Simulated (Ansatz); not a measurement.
# HfSn3O8: the cell at several levels of theory, part 3 of 3

The system is HfSn3O8 built on the tetragonal host prototype, a generated structure that needn't be the ground state.

Ansatz 0.2.0, plane waves. Earlier steps stand in the parts before.

### Step 4. Relaxing with PBEsol

Start: the result of step 2.

Input file input.yaml:

```yaml
crystal:
  lattice:
    - [3.5482951838, 0.0, 0.0]
    - [0.0, 7.3045257945, 0.0]
    - [0.0, 0.0, 5.4746518823]
  atoms:
    - { symbol: Hf, position: [0.5, 0.0, 0.5038570282] }
    - { symbol: Sn, position: [0.0, 0.7521994786, 0.005498724] }
    - { symbol: O, position: [0.5, 0.7497808477, 0.3220231665] }
    - { symbol: O, position: [0.0, 0.0, 0.1878256809] }
    - { symbol: O, position: [0.0, 0.0, 0.6778659655] }
    - { symbol: O, position: [0.5, 0.7609840844, 0.8201091506] }
    - { symbol: Sn, position: [0.5, 0.5, 0.4865540682] }
    - { symbol: Sn, position: [0.0, 0.2478005214, 0.005498724] }
    - { symbol: O, position: [0.5, 0.2502191523, 0.3220231665] }
    - { symbol: O, position: [0.0, 0.5, 0.1736348376] }
    - { symbol: O, position: [0.0, 0.5, 0.6750003373] }
    - { symbol: O, position: [0.5, 0.2390159156, 0.8201091506] }
kpoints:
  mp_grid: { grid: [6, 4, 4] }
hamiltonian:
  xc: pbesol
scf:
  occupations: { method: fermi_dirac, width: 0.02 }
relax:
  f_tol: 0.005
  cell: {}
```

The log of the run:

```text
[... 5 set-up lines as earlier in the session ...]
Functional definition: PBEsol
  exchange = pbesol_x
  correlation = pbesol_c
Crystal: 12 atoms, lattice volume = 141.895 Å³
Basis set: ecut = 420 eV, 2753 PW (Γ), exchange–correlation on 48×100×80 points (8 copies of the dense FFT grid, shifted against one another)
Bands: 70, of which v1, the nominal top of the filled ones, is band 58 counted from 1 (57 counted from 0)
[... 2 set-up lines as earlier in the session ...]
k-points: 36 of 96 (time reversal used)
[... 4 set-up lines as earlier in the session ...]
PAW frozen core: Hf, regenerated for the run's functional, and the local potential with it (the file was generated under x = pbe(κ = 0.804, μ = 0.2195149727645171), c = pbe(β = 0.06672455060314922))
PAW frozen core: Sn, regenerated for the run's functional, and the local potential with it (the file was generated under x = pbe(κ = 0.804, μ = 0.2195149727645171), c = pbe(β = 0.06672455060314922))
PAW frozen core: O, regenerated for the run's functional, and the local potential with it (the file was generated under x = pbe(κ = 0.804, μ = 0.2195149727645171), c = pbe(β = 0.06672455060314922))
[... 5 set-up lines as earlier in the session ...]
Functional: x = pbesol(κ = 0.804, μ = 0.12345679012345678), c = pbesol(β = 0.046)
SCF iter   1: F=—  HF=-37938.434051 eV  |F-HF|=—  |Δ(HF+E_count)|=         —  Δρ=1.79e-2  dr2=3.68e-1  ethr=1.77e-3  ⟨swp⟩=6.1  Hψ=9573  notcnv=0  defer=1
preconditioner: auto → Resta (q_TF=auto, 2.638 Å⁻¹)  ε∞=4.3  [insulator: Δε(μ)=1.243 eV  Ē_g=18.187 eV  σ=0.020 eV  W_gap=1.00  n_scr=44 (ndim 8)  ℏωp=33.3 eV  f_vac=0.037  D(μ)=0.00/eV (n_scr^D=0)  ε∞_Penn≈4.3]
SCF iter   2: F=—  HF=-37938.339737 eV  |F-HF|=—  |Δ(HF+E_count)|=   9.43e-2  Δρ=3.36e-3  dr2=7.55e-3  ethr=3.17e-4  ⟨swp⟩=2.0  Hψ=4069  notcnv=0  defer=213
SCF iter   3: F=—  HF=-37938.338859 eV  |F-HF|=—  |Δ(HF+E_count)|=   8.78e-4  Δρ=1.48e-3  dr2=1.88e-3  ethr=6.51e-6  ⟨swp⟩=2.0  Hψ=4442  notcnv=0  defer=213
SCF iter   4: F=—  HF=-37938.339246 eV  |F-HF|=—  |Δ(HF+E_count)|=   3.87e-4  Δρ=7.45e-4  dr2=5.95e-4  ethr=1.62e-6  ⟨swp⟩=2.0  Hψ=4393  notcnv=0  defer=213
SCF iter   5: F=—  HF=-37938.339418 eV  |F-HF|=—  |Δ(HF+E_count)|=   1.72e-4  Δρ=1.88e-4  dr2=4.61e-5  ethr=5.13e-7  ⟨swp⟩=2.0  Hψ=4358  notcnv=0  defer=213
SCF iter   6: F=—  HF=-37938.338742 eV  |F-HF|=—  |Δ(HF+E_count)|=   6.76e-4  Δρ=7.34e-5  dr2=7.19e-6  ethr=3.98e-8  ⟨swp⟩=2.0  Hψ=3126  notcnv=0  defer=213
SCF iter   7: F=—  HF=-37938.338743 eV  |F-HF|=—  |Δ(HF+E_count)|=   1.14e-6  Δρ=3.57e-5  dr2=1.80e-6  ethr=6.20e-9  ⟨swp⟩=2.0  Hψ=3606  notcnv=0  defer=213
SCF iter   8: F=—  HF=-37938.338743 eV  |F-HF|=—  |Δ(HF+E_count)|=   4.93e-7  Δρ=8.93e-6  dr2=1.46e-7  ethr=1.55e-9  ⟨swp⟩=2.0  Hψ=4377  notcnv=0  defer=213
SCF iter   9: F=-37938.338743 eV  HF=-37938.338743 eV  |F-HF|=3.62e-8  |Δ(HF+E_count)|=   1.09e-7  Δρ=6.49e-6  dr2=5.38e-8  ethr=8.62e-11  ⟨swp⟩=5.0  Hψ=8888  notcnv=0
SCF 1 converged in 9 iterations: F = -37938.338743 eV  dr2 = 5.38e-8
relax step   1: F+E_penalty+E_count = -37938.33874328 eV  Δ(F+E_penalty+E_count) = +0.000e0 eV  max|allowed force component| = 1.017e-1 eV/Å  Δτ_max = 0.0000 Å  P = -6.526 GPa  Ω = 141.895 Å³  (9 SCF iters, dr2 threshold 1.00e-7 eV, accepted)
Crystal: 12 atoms, lattice volume = 135.285 Å³
Basis set: ecut = 420 eV, 2615 PW (Γ), exchange–correlation on 48×100×80 points (8 copies of the dense FFT grid, shifted against one another)
Initial density: handed on by an earlier stage of this run
Initial wavefunctions: those handed on with the density
iter 1 solved again at ethr=1.03e-4 eV; its pass at ethr=3.10e-3 eV (dr2=1.19e-1 eV) is discarded
SCF iter   1: F=—  HF=-37938.511345 eV  |F-HF|=—  |Δ(HF+E_count)|=         —  Δρ=8.29e-3  dr2=1.20e-1  ethr=1.03e-4  ⟨swp⟩=3.8  Hψ=11041  notcnv=0  defer=1
preconditioner: auto → Resta (q_TF=auto, 2.659 Å⁻¹)  ε∞=4.4  [insulator: Δε(μ)=1.729 eV  Ē_g=18.559 eV  σ=0.020 eV  W_gap=1.00  n_scr=44 (ndim 8)  ℏωp=34.1 eV  f_vac=0.026  D(μ)=0.00/eV (n_scr^D=0)  ε∞_Penn≈4.4]
SCF iter   2: F=—  HF=-37938.482944 eV  |F-HF|=—  |Δ(HF+E_count)|=   2.84e-2  Δρ=3.59e-3  dr2=2.34e-2  ethr=1.03e-4  ⟨swp⟩=4.5  Hψ=4126  notcnv=0  defer=2
SCF iter   3: F=—  HF=-37938.477200 eV  |F-HF|=—  |Δ(HF+E_count)|=   5.74e-3  Δρ=1.44e-3  dr2=3.75e-3  ethr=2.02e-5  ⟨swp⟩=4.3  Hψ=4436  notcnv=0  defer=10
SCF iter   4: F=—  HF=-37938.476082 eV  |F-HF|=—  |Δ(HF+E_count)|=   1.12e-3  Δρ=5.91e-4  dr2=5.32e-4  ethr=3.23e-6  ⟨swp⟩=3.3  Hψ=5118  notcnv=0  defer=12
SCF iter   5: F=—  HF=-37938.476076 eV  |F-HF|=—  |Δ(HF+E_count)|=   6.76e-6  Δρ=3.08e-4  dr2=1.42e-4  ethr=4.58e-7  ⟨swp⟩=2.0  Hψ=3612  notcnv=0  defer=12
SCF iter   6: F=—  HF=-37938.476099 eV  |F-HF|=—  |Δ(HF+E_count)|=   2.36e-5  Δρ=1.14e-4  dr2=1.42e-5  ethr=1.22e-7  ⟨swp⟩=2.0  Hψ=4587  notcnv=0  defer=12
SCF iter   7: F=—  HF=-37938.476102 eV  |F-HF|=—  |Δ(HF+E_count)|=   2.40e-6  Δρ=6.46e-5  dr2=4.87e-6  ethr=1.22e-8  ⟨swp⟩=2.0  Hψ=4587  notcnv=0  defer=12
SCF iter   8: F=-37938.476103 eV  HF=-37938.476103 eV  |F-HF|=1.21e-7  |Δ(HF+E_count)|=   1.22e-6  Δρ=1.86e-5  dr2=3.86e-7  ethr=1.03e-9  ⟨swp⟩=3.1  Hψ=10241  notcnv=0
SCF 2 converged in 8 iterations: F = -37938.476103 eV  dr2 = 3.86e-7
relax step   2: F+E_penalty+E_count = -37938.47610297 eV  Δ(F+E_penalty+E_count) = -1.374e-1 eV  max|allowed force component| = 1.693e-1 eV/Å  Δτ_max = 0.0355 Å  P = +1.863 GPa  Ω = 135.285 Å³  energy of the carried Pulay correction = +3.525e-2 eV  (8 SCF iters, dr2 threshold 1.20e-6 eV, accepted)
Crystal: 12 atoms, lattice volume = 136.482 Å³
Basis set: ecut = 420 eV, 2643 PW (Γ), exchange–correlation on 48×100×80 points (8 copies of the dense FFT grid, shifted against one another)
iter 1 solved again at ethr=4.80e-6 eV; its pass at ethr=3.10e-3 eV (dr2=5.57e-3 eV) is discarded
SCF iter   1: F=—  HF=-37938.478363 eV  |F-HF|=—  |Δ(HF+E_count)|=         —  Δρ=1.74e-3  dr2=5.67e-3  ethr=4.80e-6  ⟨swp⟩=3.8  Hψ=10580  notcnv=0
preconditioner: auto → Resta (q_TF=auto, 2.655 Å⁻¹)  ε∞=4.4  [insulator: Δε(μ)=1.621 eV  Ē_g=18.483 eV  σ=0.020 eV  W_gap=1.00  n_scr=44 (ndim 8)  ℏωp=33.9 eV  f_vac=0.035  D(μ)=0.00/eV (n_scr^D=0)  ε∞_Penn≈4.4]
SCF iter   2: F=—  HF=-37938.477495 eV  |F-HF|=—  |Δ(HF+E_count)|=   8.68e-4  Δρ=7.44e-4  dr2=1.13e-3  ethr=4.80e-6  ⟨swp⟩=3.6  Hψ=3778  notcnv=0
SCF iter   3: F=—  HF=-37938.477131 eV  |F-HF|=—  |Δ(HF+E_count)|=   3.64e-4  Δρ=3.10e-4  dr2=1.60e-4  ethr=9.72e-7  ⟨swp⟩=2.1  Hψ=3532  notcnv=0
SCF iter   4: F=—  HF=-37938.477097 eV  |F-HF|=—  |Δ(HF+E_count)|=   3.39e-5  Δρ=1.19e-4  dr2=2.10e-5  ethr=1.38e-7  ⟨swp⟩=2.3  Hψ=4836  notcnv=0  defer=1
SCF iter   5: F=—  HF=-37938.477101 eV  |F-HF|=—  |Δ(HF+E_count)|=   3.51e-6  Δρ=6.46e-5  dr2=5.89e-6  ethr=1.81e-8  ⟨swp⟩=2.0  Hψ=3630  notcnv=0  defer=1
SCF iter   6: F=-37938.477101 eV  HF=-37938.477101 eV  |F-HF|=3.46e-7  |Δ(HF+E_count)|=   5.19e-7  Δρ=2.54e-5  dr2=7.50e-7  ethr=1.03e-9  ⟨swp⟩=3.7  Hψ=10553  notcnv=0
SCF 3 converged in 6 iterations: F = -37938.477101 eV  dr2 = 7.50e-7
relax step   3: F+E_penalty+E_count = -37938.47710090 eV  Δ(F+E_penalty+E_count) = -9.979e-4 eV  max|allowed force component| = 5.478e-2 eV/Å  Δτ_max = 0.0107 Å  P = +0.035 GPa  Ω = 136.482 Å³  energy of the carried Pulay correction = +2.874e-2 eV  (6 SCF iters, dr2 threshold 1.20e-6 eV, accepted)
[... 10 lines left out ...]
relax step   4: F+E_penalty+E_count = -37938.47783003 eV  Δ(F+E_penalty+E_count) = -7.291e-4 eV  max|allowed force component| = 2.257e-2 eV/Å  Δτ_max = 0.0056 Å  P = -0.004 GPa  Ω = 136.438 Å³  energy of the carried Pulay correction = +2.898e-2 eV  (5 SCF iters, dr2 threshold 1.88e-7 eV, accepted)
[... 10 lines left out ...]
relax step   5: F+E_penalty+E_count = -37938.47864555 eV  Δ(F+E_penalty+E_count) = -8.155e-4 eV  max|allowed force component| = 1.178e-2 eV/Å  Δτ_max = 0.0041 Å  P = -0.016 GPa  Ω = 136.328 Å³  energy of the carried Pulay correction = +2.957e-2 eV  (6 SCF iters, dr2 threshold 3.18e-8 eV, accepted)
[... 10 lines left out ...]
relax step   6: F+E_penalty+E_count = -37938.47875931 eV  Δ(F+E_penalty+E_count) = -1.138e-4 eV  max|allowed force component| = 1.219e-2 eV/Å  Δτ_max = 0.0014 Å  P = +0.006 GPa  Ω = 136.316 Å³  energy of the carried Pulay correction = +2.964e-2 eV  (6 SCF iters, dr2 threshold 1.53e-8 eV, accepted)
[... 9 lines left out ...]
relax step   7: F+E_penalty+E_count = -37938.47872415 eV  Δ(F+E_penalty+E_count) = +3.516e-5 eV  max|allowed force component| = 1.199e-3 eV/Å  Δτ_max = 0.0006 Å  P = -0.000 GPa  Ω = 136.324 Å³  energy of the carried Pulay correction = +2.959e-2 eV  (5 SCF iters, dr2 threshold 9.28e-9 eV, accepted)
[... 12 lines left out ...]
relax step   8: F+E_penalty+E_count = -37938.45504910 eV  Δ(F+E_penalty+E_count) = +2.368e-2 eV  max|allowed force component| = 3.051e-3 eV/Å  Δτ_max = 0.0000 Å  P = -0.282 GPa  Ω = 136.324 Å³  stress off target by 3.42e-1 GPa  SCF on the basis re-selected at this cell (its energy is not comparable with the rows above)  (7 SCF iters)
[... 12 lines left out ...]
relax step   9: F+E_penalty+E_count = -37938.45664013 eV  Δ(F+E_penalty+E_count) = -1.591e-3 eV  max|allowed force component| = 3.005e-3 eV/Å  Δτ_max = 0.0024 Å  P = -0.002 GPa  Ω = 136.074 Å³  energy of the carried Pulay correction = +1.340e-3 eV  (6 SCF iters, dr2 threshold 2.93e-7 eV, accepted)
iter 1 solved again at ethr=8.79e-8 eV; its pass at ethr=3.10e-3 eV (dr2=1.02e-4 eV) is discarded
SCF iter   1: F=—  HF=-37938.454782 eV  |F-HF|=—  |Δ(HF+E_count)|=         —  Δρ=1.77e-5  dr2=8.17e-8  ethr=8.79e-8  ⟨swp⟩=3.6  Hψ=16294  notcnv=0
preconditioner: auto → Resta (q_TF=auto, 2.657 Å⁻¹)  ε∞=4.4  [insulator: Δε(μ)=1.644 eV  Ē_g=18.494 eV  σ=0.020 eV  W_gap=1.00  n_scr=44 (ndim 8)  ℏωp=34.0 eV  f_vac=0.034  D(μ)=0.00/eV (n_scr^D=0)  ε∞_Penn≈4.4]
SCF iter   2: F=—  HF=-37938.455422 eV  |F-HF|=—  |Δ(HF+E_count)|=   6.40e-4  Δρ=9.23e-6  dr2=3.25e-8  ethr=7.05e-11  ⟨swp⟩=3.0  Hψ=5335  notcnv=0
SCF iter   3: F=—  HF=-37938.455422 eV  |F-HF|=—  |Δ(HF+E_count)|=   2.34e-8  Δρ=4.36e-6  dr2=7.98e-9  ethr=2.80e-11  ⟨swp⟩=2.0  Hψ=4587  notcnv=0
SCF iter   4: F=—  HF=-37938.455422 eV  |F-HF|=—  |Δ(HF+E_count)|=   9.59e-9  Δρ=1.13e-6  dr2=1.52e-9  ethr=6.88e-12  ⟨swp⟩=2.0  Hψ=3729  notcnv=0
SCF iter   5: F=—  HF=-37938.455422 eV  |F-HF|=—  |Δ(HF+E_count)|=  1.75e-10  Δρ=5.26e-7  dr2=3.65e-10  ethr=1.31e-12  ⟨swp⟩=2.0  Hψ=3668  notcnv=0
SCF iter   6: F=-37938.455422 eV  HF=-37938.455422 eV  |F-HF|=7.28e-12  |Δ(HF+E_count)|=  2.40e-10  Δρ=2.38e-7  dr2=6.35e-11  ethr=1.00e-12  ⟨swp⟩=5.0  Hψ=8904  notcnv=0
SCF 10 converged in 6 iterations: F = -37938.455422 eV  dr2 = 6.35e-11
relax step  10: F+E_penalty+E_count = -37938.45542238 eV  Δ(F+E_penalty+E_count) = +1.218e-3 eV  max|allowed force component| = 3.047e-3 eV/Å  Δτ_max = 0.0000 Å  P = -0.010 GPa  Ω = 136.074 Å³  stress off target by 2.01e-2 GPa  SCF on the basis re-selected at this cell (its energy is not comparable with the rows above)  (6 SCF iters)
basis re-selected at this cell: Δ(F+E_penalty+E_count) = +1.218e-3 eV, ΔP = -0.007 GPa vs the last step (what re-selecting the basis moved, of the pressure what is left beyond the Pulay correction that the steps carried, after the strain that the cell walked since its last selection, with what the two solves' SCF thresholds leave and, on support functions, any second-order correction that the steps lacked; it is no measure of the basis error at this ecutwfc). This SCF's stress stands 2.01e-2 GPa from its target on what of the cell is left free (relax.cell.stress_tol is 5.00e-2 GPa) and its largest allowed force component is 3.05e-3 eV/Å (relax.f_tol is 5.00e-3 eV/Å): within both
SCF converged after 6 iterations
Free energy (F): -37938.455422 eV
Harris-Foulkes:  -37938.455422 eV  (|F-HF|=7.28e-12)
Internal energy: -37938.455422 eV  (E = F + TS)
E sigma→0 (E₀):  -37938.455422 eV
Fermi energy:    12.065206 eV
--- Per-component energies (eV) ---
  E_band       = -120.075225
  E_kinetic    = 2391.048295
  E_local      = -10610.480339  (includes V_loc(G=0)·N_el)
  E_nonlocal   = -932.844959
  E_hartree    = 5153.807237
  E_xc         = -2010.625016
  E_vxc        = -1297.716521  (∫ρ·V_xc dr)
  E_paw        = -20252.925304  (= ΣΔE_a)
  E_vpaw       = 22.284405  (= ΣTr[D̂ρ^β])
  E_aug_tail   = 0.019723  (compensation charges beyond the density's cutoff)
  E_ewald      = -11678.842973
  E_core_change = 2.387914  (= ΣΔE_core)
  E_smearing   = -0.000000  (= −TS)
  E_closure    = 0.000000  (closes the sum)
  Σ components = -37938.455422   (vs F -37938.455422, Δ=0.00e0)
--- Forces (eV/Å), atoms counted from 1 ---
  atom   1  Hf     0.00000000     0.00000000    -0.00033755
  atom   2  Sn    -0.00000000     0.00129562     0.00130415
  atom   3  O      0.00000000    -0.00028105     0.00081226
  atom   4  O      0.00000000     0.00000000    -0.00238191
  atom   5  O      0.00000000    -0.00000000     0.00105140
  atom   6  O      0.00000000    -0.00129403    -0.00105419
  atom   7  Sn     0.00000000     0.00000000    -0.00304718
  atom   8  Sn    -0.00000000    -0.00129562     0.00130415
  atom   9  O      0.00000000     0.00028105     0.00081226
  atom  10  O      0.00000000    -0.00000000     0.00021705
  atom  11  O      0.00000000    -0.00000000     0.00237167
  atom  12  O     -0.00000000     0.00129403    -0.00105419
  max |Σ_I F_I| component: 2.07e-6 eV/Å
--- Stress (GPa, compression-positive) ---
       -0.005781      -0.000000       0.000000
       -0.000000      -0.020066       0.000000
        0.000000       0.000000      -0.003446
  P = ⅓ Tr σ = -0.0098 GPa (-0.098 kbar)
--- Band table (eV; the first three rows and the last of 36) ---
  k-point 0: bands = ["-48.6891", "-17.5660", "-17.5264", "-17.3693", "-9.3656", "-9.0925", "-9.0855", "-9.0593", "-8.8585", "-8.7322", "-8.7287", "-8.7011", "-8.6904", "-8.6247", "-8.6200", "-8.6135", "-8.5389", "-8.5092", "-8.4645", "-7.4690", "-5.9441", "-5.6052", "-5.2744", "-4.8332", "-4.7070", "-4.4920", "-3.9775", "1.4307", "1.4322", "1.4340", "1.4509", "1.4598", "1.4794", "1.5192", "4.6460", "4.6676", "5.9758", "6.5733", "6.8529", "7.0108", "7.8452", "7.8732", "7.9565", "8.2471", "8.5142", "8.7892", "9.5983", "9.6556", "9.7998", "9.8699", "9.9222", "10.2313", "10.4832", "10.6835", "10.7065", "10.8530", "11.0317", "11.1817", "12.8777", "14.8230", "15.6947", "16.9212", "17.5773", "18.1174", "18.6287", "19.1715", "19.6918", "20.0373", "20.8706", "21.1111"]
  k-point 1: bands = ["-48.6891", "-17.5674", "-17.5259", "-17.3692", "-9.3470", "-9.1688", "-9.1122", "-9.0164", "-8.8355", "-8.7272", "-8.7197", "-8.7034", "-8.6951", "-8.6388", "-8.6236", "-8.6050", "-8.5343", "-8.5078", "-8.4636", "-7.2589", "-5.9326", "-5.6695", "-5.5264", "-4.9370", "-4.7498", "-4.3714", "-3.9557", "1.4299", "1.4307", "1.4342", "1.4532", "1.4595", "1.4797", "1.5150", "4.8576", "5.0939", "6.3623", "6.6100", "6.8924", "7.1754", "7.7731", "7.7989", "8.0623", "8.3854", "8.5996", "8.9554", "9.0978", "9.4712", "9.5044", "9.7005", "9.7805", "9.7927", "10.2365", "10.2429", "10.4005", "10.5338", "11.0534", "11.2069", "13.8102", "14.9800", "15.8638", "17.0263", "17.0673", "18.2545", "18.5047", "19.3677", "19.6435", "19.8514", "20.7503", "21.3019"]
  k-point 2: bands = ["-48.6891", "-17.5688", "-17.5255", "-17.3692", "-9.3170", "-9.2272", "-9.1350", "-9.0028", "-8.8161", "-8.7215", "-8.7071", "-8.7056", "-8.6999", "-8.6557", "-8.6277", "-8.5970", "-8.5304", "-8.5066", "-8.4627", "-6.7813", "-6.5561", "-5.4044", "-5.3748", "-5.1418", "-5.0837", "-4.2207", "-3.9361", "1.4293", "1.4294", "1.4345", "1.4551", "1.4592", "1.4799", "1.5109", "5.0619", "5.7677", "6.6742", "6.8522", "6.9209", "7.5102", "7.7062", "7.7918", "7.8904", "8.1916", "8.4607", "8.5977", "8.9265", "9.3644", "9.4929", "9.5093", "9.5932", "9.8167", "9.8534", "9.9919", "10.0318", "10.1880", "11.0746", "11.2325", "14.7143", "15.0853", "16.0214", "16.5016", "17.1289", "18.1321", "18.2968", "19.3451", "19.8501", "20.2831", "20.6136", "21.2151"]
  k-point 35: bands = ["-48.6822", "-17.7427", "-17.5068", "-17.4997", "-9.1782", "-9.1621", "-9.1458", "-9.0057", "-8.9592", "-8.8393", "-8.7772", "-8.7041", "-8.6791", "-8.5958", "-8.5817", "-8.5674", "-8.5658", "-8.5265", "-8.5079", "-5.4388", "-5.4387", "-5.3141", "-5.1747", "-4.9165", "-4.8748", "-4.6433", "-4.4023", "1.4170", "1.4302", "1.4339", "1.4342", "1.4385", "1.4800", "1.4809", "4.2789", "4.2920", "4.3988", "6.2007", "6.5610", "6.5615", "6.8898", "8.0336", "8.2078", "8.2278", "8.4743", "8.5035", "8.5704", "8.6181", "9.3236", "9.3321", "9.7275", "10.3789", "10.3951", "10.5411", "10.6171", "10.6469", "10.6699", "10.7036", "16.2441", "16.4038", "16.5446", "17.0096", "17.5786", "18.6897", "18.9248", "20.2364", "20.4905", "20.7055", "20.9541", "20.9909"]
--- Relaxed structure (8 steps of the walk, 8 accepted, 2 SCFs on fresh bases) ---
  F+E_penalty+E_count = -37938.45542238 eV   max|allowed force component| = 3.047e-3 eV/Å   (the final SCF, on the basis selected at the relaxed cell)
  cell:  # Å, volume = 136.0741 Å³
    - [3.5209659947231, 3.983543409337102e-18, 1.6049945309740502e-33]
    - [8.200528445283219e-18, 7.213058116777316, -6.742947248937734e-34]
    - [2.476340291584252e-33, -5.053755697110719e-34, 5.357893988310108]
  atoms:
    - { symbol: Hf, position: [0.5, -6.339147685412051e-21, 0.5036547904184061] }
    - { symbol: Sn, position: [6.068327172371563e-20, 0.7516684517651852, 0.004142558199143062] }
    - { symbol: O, position: [0.5, 0.7494027765937604, 0.3173263672571639] }
    - { symbol: O, position: [2.143524019437158e-33, -6.339147685412171e-21, 0.19089280627994748] }
    - { symbol: O, position: [3.6734742489239016e-33, -6.339147685412182e-21, 0.6831113602360694] }
    - { symbol: O, position: [0.5, 0.7597476938943962, 0.8147236654376044] }
    - { symbol: Sn, position: [0.5, 0.49999999999999994, 0.4893529249697641] }
    - { symbol: Sn, position: [-6.068327172371505e-20, 0.24833154823481454, 0.004142558199143062] }
    - { symbol: O, position: [0.5, 0.25059722340623947, 0.3173263672571639] }
    - { symbol: O, position: [-2.4371048689963707e-33, 0.49999999999999994, 0.17913642964587453] }
    - { symbol: O, position: [-2.790400018965614e-33, 0.49999999999999994, 0.6814665065621153] }
    - { symbol: O, position: [0.5, 0.2402523061056036, 0.8147236654376044] }
```

Wall time 2.6 min (1 × NVIDIA H100 80GB HBM3 with 2 threads of AMD EPYC 7R13 (Zen 3), shared host); peak host memory 1.1 GiB.

The path of the relaxation:

```
step  energy change (meV/atom)  largest force (eV/Å)  pressure (GPa)  volume (Å³/atom)
   1                       0.0                0.1017           -6.53            11.825
   2                     -11.4                0.1693            1.86            11.274
   3                     -11.5                0.0548            0.03            11.374
   4                     -11.6                0.0226            0.00            11.370
   5                     -11.7                0.0118           -0.02            11.361
   6                     -11.7                0.0122            0.01            11.360
   7                     -11.7                0.0012            0.00            11.360
   8                      -9.7                0.0031           -0.28            11.360
   9                      -9.8                0.0030            0.00            11.340
  10                      -9.7                0.0030           -0.01            11.340
```

Steps 8, 10 solve the same cell on a plane-wave basis chosen anew, so the energy can jump there without a move.

The table lists every geometry solved, with passes on a fresh basis, whose energies don't compare exactly with the rows above.

```
                       before   after   change
                a (Å)   3.548   3.521  -0.77 %
                b (Å)   7.305   7.213  -1.25 %
                c (Å)   5.475   5.358  -2.13 %
     volume (Å³/atom)  11.825  11.340  -4.10 %
shortest distance (Å)   2.014   2.006  -0.39 %
          space group    Pmm2    Pmm2     same
```

### Step 5. Results

The summary covers parts 1 to 3.

```
 level  a (Å)  b (Å)  c (Å)  volume (Å³/atom)  space group  SCF geometries
   PBE  3.548  7.305  5.475            11.825         Pmm2              21
r2SCAN  3.517  7.206  5.382            11.367         Pmm2               9
PBEsol  3.521  7.213  5.358            11.340         Pmm2              10
```

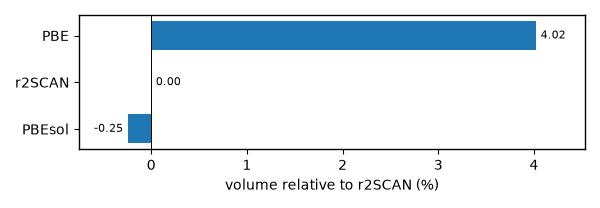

Relaxed volume of each level against r2SCAN.

In words: The first relaxation changed the volume by +36.3 % from the start. PBEsol gives the smallest cell and PBE the largest; they differ by 4.3 % in volume, a mean of 1.4 % in length. The meshes differ: PBE 8×4×6, r2SCAN 6×4×4, PBEsol 6×4×4.
